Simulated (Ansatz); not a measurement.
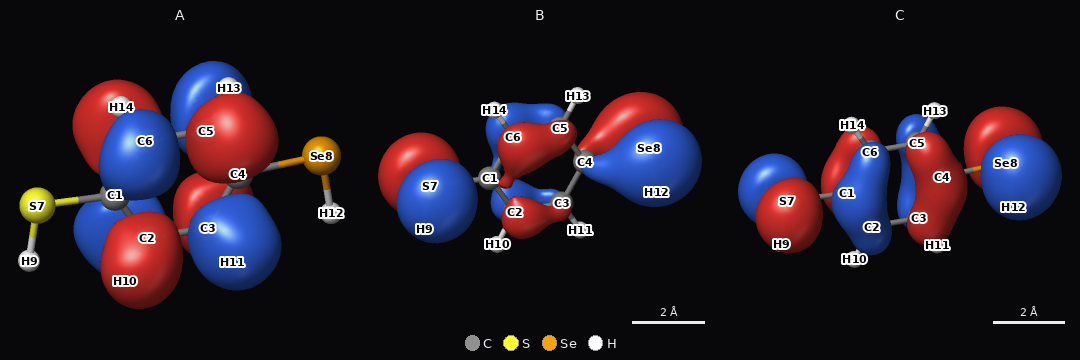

C$_{6}$H$_{6}$SSe (SMILES Sc1ccc([SeH])cc1). Three frontier orbitals at ±0.08 Å⁻³ᐟ² (blue and red are the two phases), in no order.

Geometry: r2SCAN-D4/def2-SVP.

Level of theory: isolated molecule in a Gaussian basis; Kohn-Sham density functional theory, functional PBE0 (Ansatz).

Input

```
crystal:
  periodic: [false, false, false]
  atoms:
    - {symbol: C, position_ang: [-1.700597, -1.122358, -0.727954]}
    - {symbol: C, position_ang: [-0.498142, -1.103471, -1.451486]}
    - {symbol: C, position_ang: [0.657419, -0.551074, -0.896453]}
    - {symbol: C, position_ang: [0.635968, -0.005168, 0.394452]}
    - {symbol: C, position_ang: [-0.565795, -0.023160, 1.119456]}
    - {symbol: C, position_ang: [-1.719664, -0.574472, 0.565988]}
    - {symbol: S, position_ang: [-3.207199, -1.804107, -1.361250]}
    - {symbol: Se, position_ang: [2.172998, 0.769471, 1.224822]}
    - {symbol: H, position_ang: [-2.712410, -2.183009, -2.558744]}
    - {symbol: H, position_ang: [-0.454663, -1.522940, -2.461082]}
    - {symbol: H, position_ang: [1.579394, -0.550994, -1.484829]}
    - {symbol: H, position_ang: [3.066451, 0.522599, 0.084790]}
    - {symbol: H, position_ang: [-0.608229, 0.396669, 2.129187]}
    - {symbol: H, position_ang: [-2.646106, -0.578529, 1.148007]}
basis:
  gaussian: {orbitals: def2-SVPD}
hamiltonian: {xc: pbe0}
output: {forces: true, orbitals: {seedname: orbitals}}
```

Launched as:

```sh
ansatz run input.yaml --threads 4 --pin off --max-ram 7830MiB --events-out events.jsonl --progress --plain --runs-dir runs
```

> Order the three orbitals by energy and name them.

B is the HOMO−1 (−7.38 eV). Its weight (Hirshfeld) is mainly on Se8 (about 40 %) and S7 (about 35 %); it changes sign across the molecular plane (π type). C is the HOMO (−6.01 eV). Its weight (Hirshfeld) is mainly on Se8 (about 35 %), S7 (about 20 %), C4 (about 10 %) and C1 (about 10 %); it changes sign across the molecular plane (π type); π-antibonding (a node) across C1–S7. A is the LUMO (−0.76 eV). By Hirshfeld shares it lies mainly on C2 (about 20 %), C5 (about 20 %), C3 (about 20 %), C6 (about 20 %), C1 (about 5 %) and C4 (about 5 %); it changes sign across the molecular plane (π type); π-antibonding (a node) across C2–C3 and C5–C6.

> What is the HOMO–LUMO gap?

5.25 eV between the orbital energies.
